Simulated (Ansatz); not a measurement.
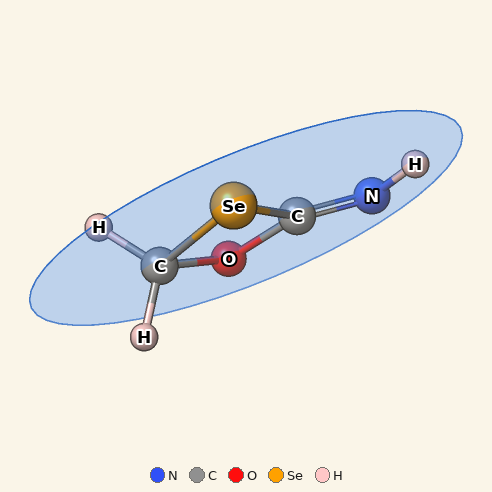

All proper rotation axes (lines) and mirror planes (discs) of the structure are drawn in. Distant atoms are faded towards the background colour. The geometry was computed by an optimisation with PBE0-D4/def2-TZVP. No frequency run is at hand to confirm it as a minimum.

Q: Name the symmetry elements and the point group.

A: It has 1 mirror plane. Point group Cs. The group has 2 operations. The geometry is achiral, and symmetry allows a dipole moment.
